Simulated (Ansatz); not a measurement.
## Ti (model cell, started as body-centred cubic): relaxing the cell for a phonon run: bringing the structure to rest

Ansatz 0.2.0; DFT PBEsol, scalar-relativistic, plane waves, PAW; PAW set soft_1.

This is not the structure that Ti takes at ambient pressure and room temperature (hexagonal, No. 194); it is a model or a phase of other conditions.

The structure is cubic, space group Im-3m (No. 229). The conventional cell has a = 3.250 Å, b = 3.250 Å, c = 3.250 Å, α = 90.00°, β = 90.00°, γ = 90.00°. Nearest to Ti lie 8 Ti at 2.81 Å.

The steps of the relaxation:

```tsv
step	energy less that of the first step (eV)	largest force component (eV/Å)	pressure (GPa)	volume (Å³)
1	0.0000	0.0000	-3.98	17.16
2	-0.0035	0.0000	3.37	16.07
3	-0.0082	0.0000	-0.14	16.55
4	-0.0082	0.0000	0.00	16.53
5*	-0.0080	0.0000	0.01	16.53
```

Relaxation steps marked * repeat the geometry before them on a plane-wave basis chosen anew for their cell, so energy and pressure can jump there.

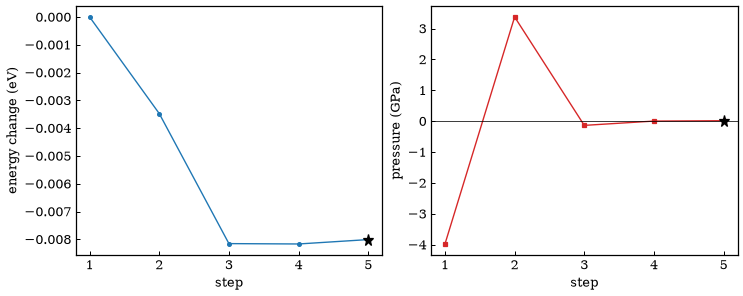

Energy and pressure along the relaxation. Stars mark steps on a basis chosen anew.

```tsv
conventional cell, symmetrised	before	after	change
a (Å)	3.250	3.210	-1.2 %
b (Å)	3.250	3.210	-1.2 %
c (Å)	3.250	3.210	-1.2 %
volume (Å³/atom)	17.16	16.53	-3.7 %
```

Final coordinates:

```cif
data_structure
_symmetry_space_group_name_H-M 'P 1'
_symmetry_Int_Tables_number 1
_cell_length_a 2.7797
_cell_length_b 2.7797
_cell_length_c 2.7797
_cell_angle_alpha 109.471
_cell_angle_beta 109.471
_cell_angle_gamma 109.471
_cell_volume 16.53
loop_
_atom_site_label
_atom_site_type_symbol
_atom_site_fract_x
_atom_site_fract_y
_atom_site_fract_z
_atom_site_occupancy
Ti1 Ti 0.00000 0.00000 0.00000 1
```

Numbers from this step:

* pressure: 0.01417 GPa
* volume per atom: 16.53 Å³

Q: Write an input that reproduces this.

The system, level and task follow from the heading and the kind of results. Meshes, cutoffs and thresholds can't be read from the results; these are the ones that the run used.

input.yaml reads:

```yaml
crystal:
  lattice:
    - [-1.625, 1.625, 1.625]
    - [1.625, -1.625, 1.625]
    - [1.625, 1.625, -1.625]
  atoms:
    - { symbol: Ti, position: [0.0, 0.0, 0.0] }
kpoints:
  mp_grid: { grid: [18, 18, 18] }
hamiltonian:
  xc: pbesol
  pseudopotentials: { kind: paw, azcp: { folder: soft_1 }, xc_functional: pbe }
scf:
  occupations: { method: gaussian, width: 0.1 }
output:
  forces: true
  stress: true
  eigenvalues: true
relax:
  adjacent_minimum: "off"
  f_tol: 0.005
  max_steps: 80
  cell: { stress_tol: 0.05 }
```

Command:

```
ansatz run input.yaml --threads 4 --pin off --max-ram 16384MiB --backend cpu --events-out ev --progress --plain --runs-dir out
```

[Logs are printed without paths, hosts, clocks, repeated set-up lines and the standing remarks that a program may print on its own settings, such as how far it seeks lower states.]

[Hosts, paths, dates, database ids (printed as entryN), source tags and the programs' standing remarks are cut or masked in the printed files.]
